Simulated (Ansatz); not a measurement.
The end point of a relaxation of CdSe. These are r2SCAN (plane waves to 500 eV, PAW, scalar-relativistic; Ansatz, a quantum-chemistry and plane-wave program) values and carry that method's errors.

Fm-3m (No. 225), cF8, rock salt type; a = b = c = 5.686 Å, α = β = γ = 90.00°.

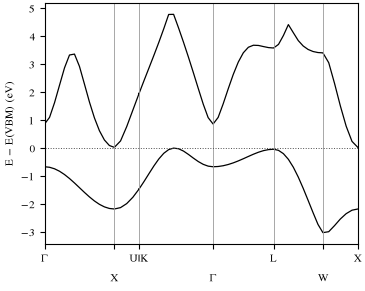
Fig. 1. Highest filled and lowest empty band along the path of this cell's Brillouin zone

Read off the gap and say whether it is direct.

no clear gap: the sampled points leave 0.03 eV away from the symmetry points, which may be a band crossing missed between them.

How far does the top valence band disperse along this path?

About 3.0 eV.

No spin polarisation in the result.

The run could not lose the symmetry of its start.

The relaxed structure has the type that CdSe is known to take under pressure; here it was relaxed at zero pressure, from a generated start.
